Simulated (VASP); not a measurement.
Band structure of InAs (zinc blende). Level of theory: PBE GGA, VASP's PBE PAW potentials (set 64) (plane waves; VASP 6.6.1).

Unless said otherwise, spin-orbit coupling is left out, though it shifts the bands of the heavy elements here.

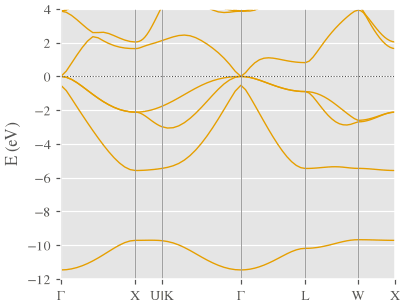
Fig. 1. Bands along high-symmetry lines, zero at the valence-band maximum or, without a gap, the Fermi level

Q: Read the plot: is there a gap, and where are the band edges?

A: It has no gap at this level: it comes out as a metal or semimetal. (Edges off the drawn lines would not show.)

The compound is InAs in the zinc blende structure. It was relaxed first, which changed the volume by +6 %.
